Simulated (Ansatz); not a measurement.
**Fields on a plane of CdTe (zinc blende)**

```yaml
crystal:
  lattice:
    - [0.00000, 3.27903, 3.27903]
    - [3.27903, 0.00000, 3.27903]
    - [3.27903, 3.27903, 0.00000]
  atoms:
    - { symbol: Te, position: [0.75000, 0.75000, 0.75000] }
    - { symbol: Cd, position: [0.00000, 0.00000, 0.00000] }
```

The slice is a {110} plane (indices of the conventional cell) through the point (0.750, 0.750, 0.750) (fractional), spanned by u = [100] and v = [1 -1 -1] in vectors of this cell: u (4.64 Å) and v (6.56 Å, at 90° to u). It covers one period; positions are fractions (u, v).

Atoms on it: Te at (0.00, 0.00); Cd at (0.50, 0.75).

All values below come from r2SCAN (plane waves to 500 eV, PAW, scalar-relativistic; Ansatz, a first-principles code). k mesh 9×9×9. Near the nuclei the fields are pseudised (PAW); where an atom keeps semicore shells as valence, they peak there. CdTe was relaxed with its symmetry unable to fall. Spin-orbit coupling is left out, though Te is heavy. The PAW data are Ansatz's earlier set.

```
|1111111111000011111111000000111111|
|2222110000001122222222110000001122|
|2222110000112222222222221100001122|
|2211000000112211000011221100000011|
|1100000011221100333300112211000000|
|0000001122221100999900112222110000|
|0000001122331100333300113322110000|
|0000001122332211000011223322110000|
|0000001111223333222233332211110000|
|0000000011112222222222221111000000|
|0000000000111111111111111100000000|
|0000000000000000111100000000000000|
|0000000000000000000000000000000000|
|0000000000000000000000000000000000|
|0000000000000000000000000000000000|
|0000000000000000000000000000000000|
|0000000000000000000000000000000000|
|0000000000000000000000000000000000|
|1111111100000000000000000000111111|
|2222221111110000000000001111112222|
|2233333322110000000000001122333333|
|2222334422110000000000001122443322|
|1111223322110000000000001122332211|
|1111222222110000111100001122222211|
```
Scale: ten equal steps from 0.004 (start of '0') to 0.216 (end of '9'), in the order '0123456789'. Values: density of the lowest conduction band (whole band as if filled, smooth part) in e/Å³. The map has 17 points along u (two characters each, u = 0 at the left) and 24 along v (v = 0 in the bottom row). 

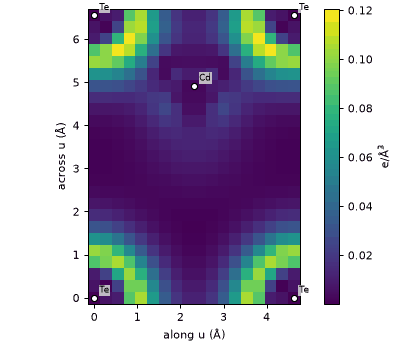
*Density of the highest valence band (whole band, smooth part) in e/Å³, one period of the plane, atoms marked. *

| Item | Result |
|---|---|
| Density on the Te–Cd line (2.84 Å) at its density minimum, 1.6 Å from Te | 0.32 e/Å³ |
| ELF at that point | 0.3 |
| ELF maximum in the middle third of the Te–Cd line | 0.70, 1.2 Å from Te |
| Element round which the density of the highest valence band (whole band, smooth part) is largest on this plane | Te |
